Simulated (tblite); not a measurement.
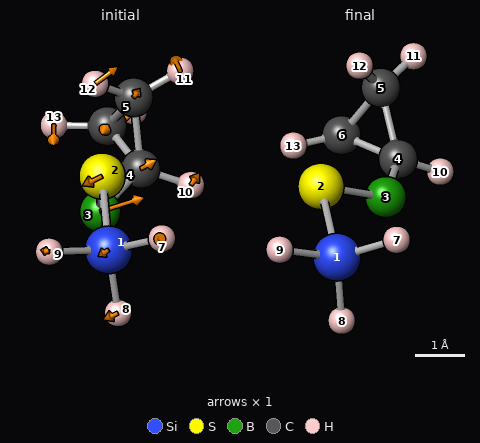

The structure of C₃H₈BSSi (multiplicity 2) before (left) and after (right) a relaxation, at one scale. The orange arrows give the displacements, at their true length.

The picture is a ball-and-stick view, seen from a free direction.

These are results of GFN2-xTB geometry optimisation, gas phase in tblite, not measurements. 

What changed between the two?

Answer. The energy falls by 77.5 kJ/mol in 91 geometry steps. The atom that moves furthest after the best rigid fit is the B atom (1.08 Å). Largest moves by element: B 1.08 Å, H 0.91 Å, S 0.52 Å, C 0.46 Å, Si 0.31 Å. Among the contacts that change: B–S 1.899 → 1.748 Å, B–C 1.607 → 1.537 Å, S–Si 2.141 → 2.174 Å, C–H 1.110 → 1.080 Å. Bond angles that change, for instance: S–B–C 112.4° → 126.7°, B–C–C 111.4° → 120.1°, S–Si–H 110.9° → 102.7°. Groups turn about B–C by about 75°, S–Si by about 65°, B–S by about 40°. The run took 0.47 s on 1 thread of Arm Neoverse V2, on a shared host.
